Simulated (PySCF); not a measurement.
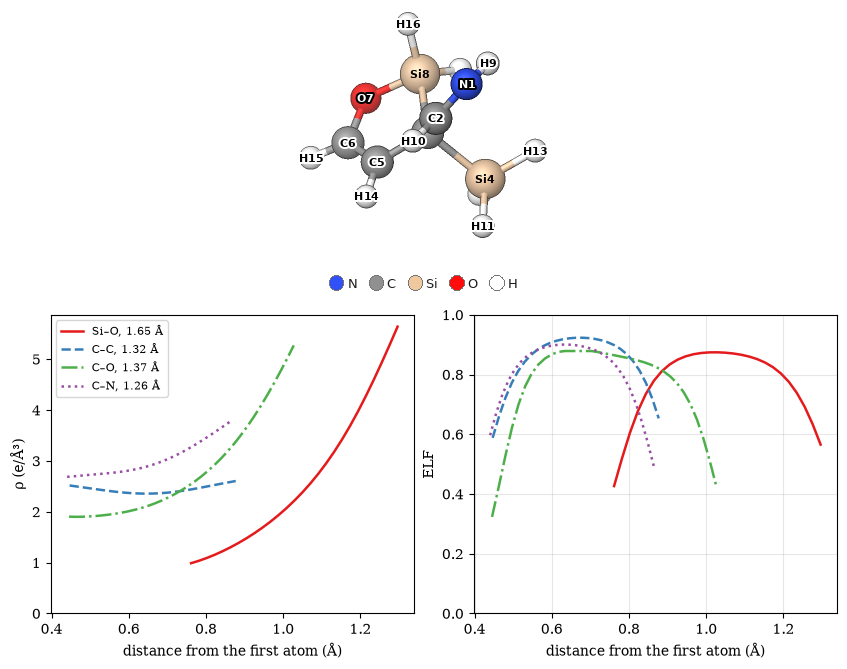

Figure. C$_{4}$H$_{9}$NOSi$_{2}$. Total electron density and electron localisation function along straight lines between neighbouring atoms. The curves leave out the atomic cores. The structure is drawn too.

Geometry: GFN2-xTB.

These are results of PySCF 2.14.0, PBE0/pcSseg-1, SCF density, gas phase, non-relativistic, not measurements.

| atom | x (Å) | y (Å) | z (Å) |
| --- | --- | --- | --- |
| N | 0.1402 | 1.1184 | 2.3886 |
| C | 0.0017 | 0.0659 | 1.7138 |
| C | 0.0360 | -0.0895 | 0.2410 |
| Si | 1.8948 | -0.1235 | -0.2557 |
| C | -0.5761 | -1.3629 | -0.2537 |
| C | -1.4637 | -1.2188 | -1.2248 |
| O | -1.7436 | 0.0515 | -1.6542 |
| Si | -0.9766 | 1.2019 | -0.7612 |
| H | 0.2755 | 1.9618 | 1.8306 |
| H | -0.1452 | -0.8454 | 2.2899 |
| H | 2.5264 | -1.2673 | 0.4030 |
| H | 1.9836 | -0.2686 | -1.7077 |
| H | 2.5130 | 1.1261 | 0.1860 |
| H | -0.2990 | -2.3182 | 0.1571 |
| H | -2.0122 | -1.9903 | -1.7393 |
| H | -1.9483 | 1.9282 | 0.0514 |
| H | -0.2135 | 2.0429 | -1.6748 |

**What kind of bonding do the profiles show?**

Si–O (1.65 Å): ρ at the midpoint is about 1.2 e/Å³; the ELF peaks at about 0.85 between the atoms, as expected for a polar covalent bond.
C–C (1.32 Å): ρ at the midpoint is about 2.4 e/Å³; the ELF peaks at about 0.90 between the atoms; a multiple bond.
C–O (1.37 Å): ρ is about 2.2 e/Å³ halfway, with its minimum of 1.9 e/Å³ about 0.5 Å from C; the ELF peaks at about 0.90 between the atoms: a shared but strongly polarised pair.
C–N (1.26 Å): ρ is about 2.9 e/Å³ halfway; the ELF peaks at about 0.90 between the atoms: a multiple bond.
